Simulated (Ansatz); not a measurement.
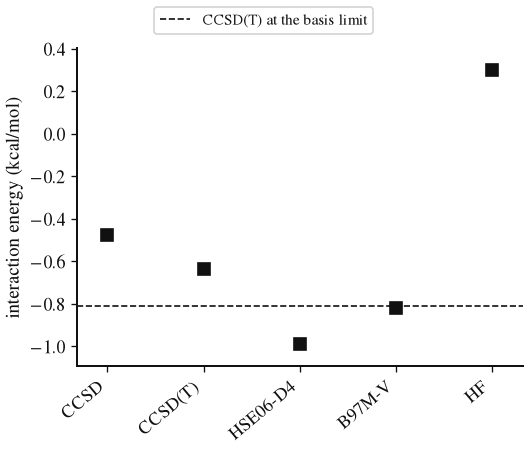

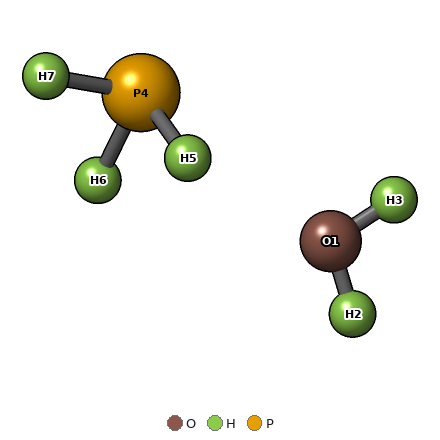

Counterpoise interaction energy of the pair H₂O and H₃P (SMILES O.P) at one optimised PBE0-D4 geometry, drawn, with the closest contact O1···H5 2.52 Å (H···H pairs aside; other arrangements can bind more strongly; the cost of deforming the partners isn't counted), def2-TZVPPD, the Ansatz code 0.2.0; cores frozen in correlated methods. The line takes HF and MP2 limits from def2-TZVPPD and QZVPPD, and the coupled-cluster step in TZVPPD. The distance of CCSD and CCSD(T) to the limit includes basis error.

> What range do the values span, the line included?

From −0.99 kcal/mol (HSE06-D4) to 0.30 kcal/mol (HF).

> Give the values.

```csv
level,kcal/mol,less CCSD(T) at the basis limit
CCSD,−0.47,0.33
CCSD(T),−0.63,0.17
HSE06-D4,−0.99,−0.18
B97M-V,−0.82,−0.01
HF,0.30,1.11
CCSD(T) at the basis limit,−0.81,0.00
```
